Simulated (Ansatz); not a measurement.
Nb2SnC, pressure series

The reference is Nb₂SnC (space group P6_3/mmc, No. 194; a = 3.230 Å, c = 13.762 Å; a cell from a computed database, its experimental status unchecked).

Cell and atoms are relaxed at each pressure.

The values are results of plane-wave PAW DFT at the PBEsol level (Ansatz, a first-principles code, 420 eV), without spin-orbit coupling, not measurements.

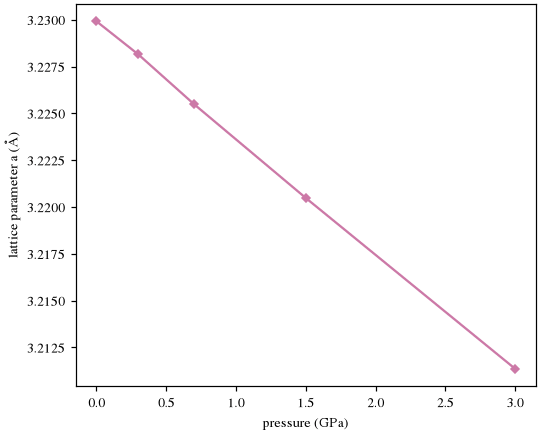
Lattice parameter a against pressure

Q: From the plot, what is the lattice parameter a for pressure 1.5 GPa?

A: About 3.220 Å.

Q: Is the trend monotonic over the range shown?

A: Yes, it falls throughout, spanning 3.211 Å to 3.230 Å.

Load acts through the strain it causes; cell and atoms are relaxed under it. Stability against distortions was not tested. The final runs are not spin-polarised.
